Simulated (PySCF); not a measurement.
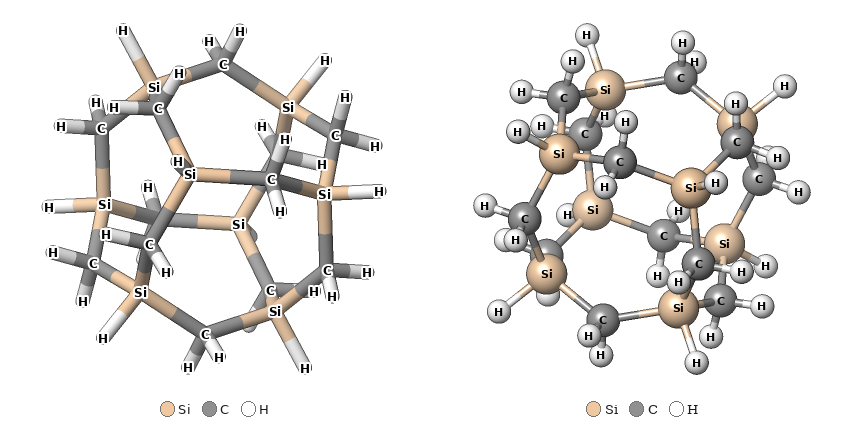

Two views of one molecule.

Computed geometry: GFN2-xTB optimisation. No frequency run is at hand to confirm it as a minimum.

Q: Which formula does it have?

A: C12H32Si8, 52 atoms: 12 carbon, 32 hydrogen and 8 silicon.

Q: Does it have rings?

A: Independent rings (smallest set): 5 of 8 members.

Q: How many bonds of each kind are drawn?

A: 24 C–Si, 24 C–H, 8 Si–H.

Q: How many sets of symmetry-equivalent atoms are there?

A: 4: 8 Si, 12 C, 24 H, 8 H.
